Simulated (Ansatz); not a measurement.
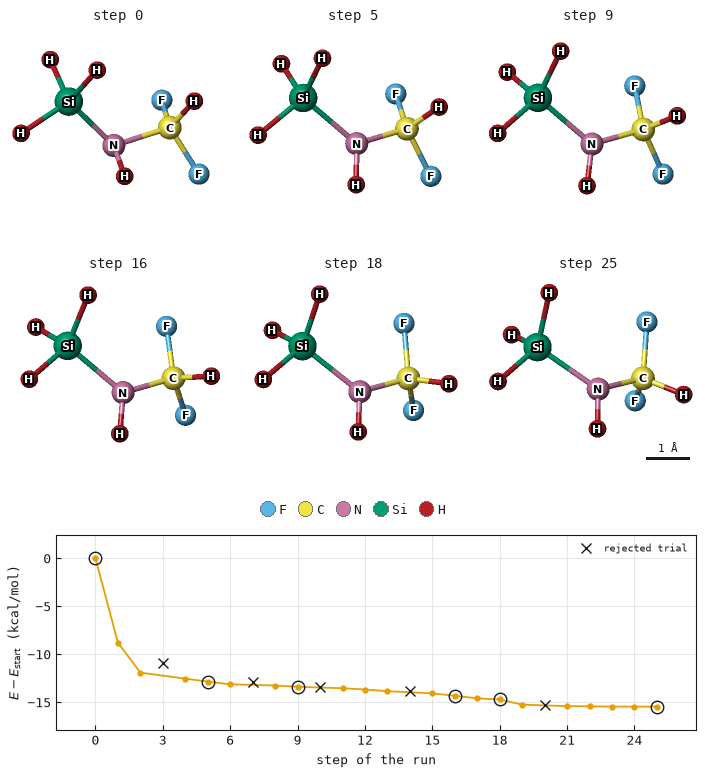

Frames of a relaxation of CH5F2NSi, marked on the history of the run. The picture is a ball-and-stick view, seen from a free direction.

The run prepares an end point of a later path (hydrogen shift) calculation, from a guessed geometry.

Computed with RKS PBE0-D4/def2-SVP (Ansatz 0.2.0).

Input file:
```yaml
crystal:
  periodic: [false, false, false]
  atoms:
    - { symbol: F, position_ang: [-1.3554, -2.0748, -0.2302] }
    - { symbol: C, position_ang: [-0.7586, -1.0351, 0.4041] }
    - { symbol: F, position_ang: [0.0348, -1.6183, 1.2896] }
    - { symbol: "N", position_ang: [0.092, -0.3098, -0.5739] }
    - { symbol: Si, position_ang: [0.8685, 1.0793, -0.2125] }
    - { symbol: H, position_ang: [-1.4987, -0.4071, 0.9282] }
    - { symbol: H, position_ang: [-0.5624, -0.1606, -1.3611] }
    - { symbol: H, position_ang: [1.8879, 0.8218, 0.8644] }
    - { symbol: H, position_ang: [-0.1375, 2.0835, 0.3057] }
    - { symbol: H, position_ang: [1.5124, 1.57, -1.4115] }
basis:
  gaussian: { orbitals: def2-SVP }
hamiltonian:
  xc: pbe0
  dispersion: d4
relax:
  f_tol: 0.02
  max_steps: 50
output:
  orbitals: {}
```

Run as
```bash
ansatz run input.yaml --threads 2 --pin off --max-ram 3072MiB --backend cpu --events-out ev --progress --plain --runs-dir out
```

### What happens along the run?

Over 20 accepted moves (25 points after the start) the energy falls by 15.4 kcal/mol. The largest force component goes from 4.3 to 0.0081 eV/Å. The line search rejected the trial steps at points 3, 7, 10, 14, 20 of the run. F3 moves most after the best rigid fit: 1.28 Å. Largest moves by element: F 1.28 Å, H 1.19 Å, N 0.57 Å, C 0.14 Å, Si 0.11 Å. Some distances before and after: N4–Si5 1.632 → 1.757 Å, C2–N4 1.485 → 1.396 Å, Si5–H10 1.447 → 1.491 Å, C2–F3 1.324 → 1.352 Å. Bond angles that change, for instance: C2–N4–H7 102.1° → 114.4°, Si5–N4–H7 110.3° → 119.2°, F1–C2–H6 111.3° → 106.7°. From step 0 to 5: H9 moves most (0.37 Å), energy −12.8 kcal/mol. From step 5 to 9: F and H atoms move most (0.32 Å), energy −0.54 kcal/mol. From step 9 to 16: F3 moves most (0.38 Å), energy −0.93 kcal/mol. From step 16 to 18: F1 moves most (0.24 Å), energy −0.39 kcal/mol. From step 18 to 25: F1 moves most (0.37 Å), energy −0.74 kcal/mol.
